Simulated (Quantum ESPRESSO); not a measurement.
# Energy and gap at +3 % biaxial strain: 2H-HfBr2, 1 layer

How the rows were computed: Quantum ESPRESSO 7.5 driven by ASE, PBE, GBRV ultrasoft, ESM (bc1); atomic heights clamped; cell area 10.593 Å² at zero strain.

| strain (%) | energy (meV a cell) | gap on the mesh (eV) |
| --- | --- | --- |
| −3 | 79.77 | 0.797 |
| −1.5 | 19.39 | 0.842 |
| 0 | 0.00 | 0.882 |
| +1.5 | 17.84 | 0.919 |

One more run was made and is withheld. What are energy and gap at +3 %, and how stiff is the sheet?

**Fit.** About zero, E'' = (19.39 + 17.84 − 2 × 0.00)/1.5² = 16.55 meV per %² and E' = (17.84 − 19.39)/3 = −0.52 meV per %. With E = A K ε², where K = (C11 + C22)/2 + C12 (C11 + C12 for a hexagonal sheet), K = 16.55 × 10/(2 × 10.593) × 16.02 = 125 N/m. The parabola gives E(+3 %) = 0.00 + 3 × (−0.52) + 4.5 × 16.55 = 72.9 meV. Continuing the last slope, the gap is 2 × 0.919 − 0.882 = 0.956 eV.

**The withheld run.** E = 66.8 meV and the gap 0.950 eV. The parabola misses by +6.1 meV, too high, since bonds soften under tension. The gap's line misses by +0.006 eV.

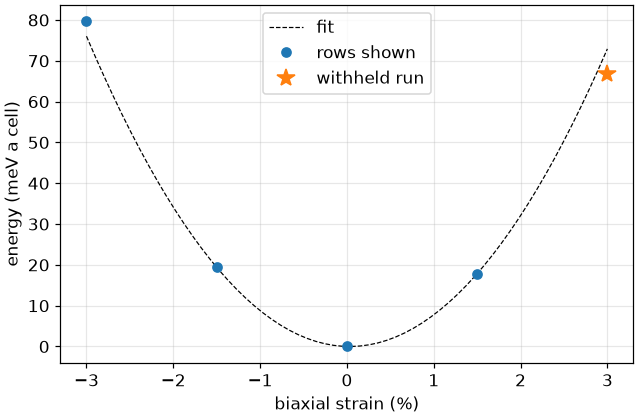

The rows shown, the fit and the withheld run.

Caveats: Clamped heights stiffen sheets with several planes. Semilocal gap, no spin-orbit coupling.
